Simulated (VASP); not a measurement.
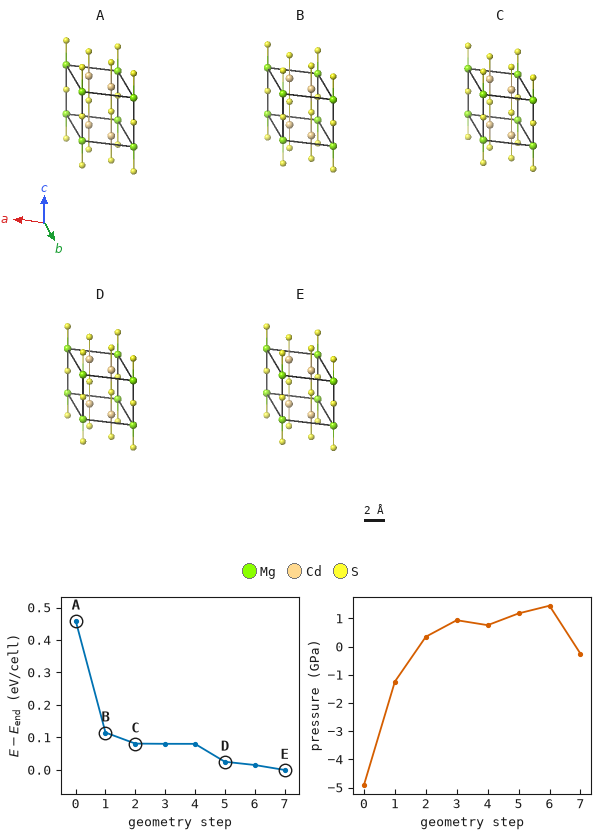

Frames of a relaxation of a crystal of MgCd$_{2}$S$_{3}$ (a generated structure, set up in P6/mmm), marked on the history of the run. Style: ball-and-stick. Shown: the cell of the calculation, from a free direction.

The run lets cell and atoms move.

These are results of Kohn-Sham DFT of a periodic cell, PBE, VASP PAW PBE potentials, recommended (VASP 6.6.1), not measurements.

Input
```
ALGO = Fast
EDIFF = 1E-4
EDIFFG = -0.08
ENCUT = 520
GGA = PE
IBRION = 2
ISIF = 3
ISMEAR = 0
LASPH = T
LCHARG = F
LREAL = F
LWAVE = F
NELM = 60
NSW = 24
PREC = Normal
SIGMA = 0.15
```

Launched with:
```bash
cat potpaw_PBE.64/Mg/POTCAR potpaw_PBE.64/Cd/POTCAR potpaw_PBE.64/S/POTCAR > POTCAR
mpirun -np 1 vasp_std > vasp.out
```

**Describe the path.**

The atoms keep their places relative to the cell (all moves are under 0.005 Å). Cell: a = b 5.282 → 5.247 Å (−0.7 %), c 5.789 → 5.230 Å (−9.7 %). Volume −10.9 %. Some distances before and after: Mg–S 2.894 → 2.615 Å, Cd–S 2.894 → 2.615 Å. The space group stays P6/mmm (No. 191). The energy falls by 0.460 eV per cell of the calculation in 7 geometry steps. All forces vanish by symmetry, so only the cell relaxes. Pressure: −4.90 GPa at the start and −0.25 GPa at the end. The volume changes by over a tenth within one run on a fixed set of plane waves, so the end point should be relaxed again from the new cell. It ran on 1 thread of Intel(R) Xeon(R) Platinum 8488C (Sapphire Rapids) (shared host). From step 0 to 1: volume −10.0 %, energy −0.344 eV per cell of the calculation. From step 1 to 2: volume −3.7 %, energy −34.0 meV per cell of the calculation. From step 2 to 5: volume −0.5 %, energy −55.9 meV per cell of the calculation. From step 5 to 7: volume +3.3 %, energy −25.2 meV per cell of the calculation.

```csv
step,"E − E(0), meV/atom","pressure, GPa","volume, Å³/atom"
0,0.00,-4.90,23.311
1,-57.41,-1.24,20.981
2,-63.08,0.35,20.214
3,-63.19,0.94,20.039
4,-63.21,0.76,20.101
5,-72.39,1.18,20.123
6,-74.05,1.45,20.129
7,-76.59,-0.25,20.778
```

Limits of the set-up: layers or molecules are held without a dispersion correction, so their spacing is unreliable.
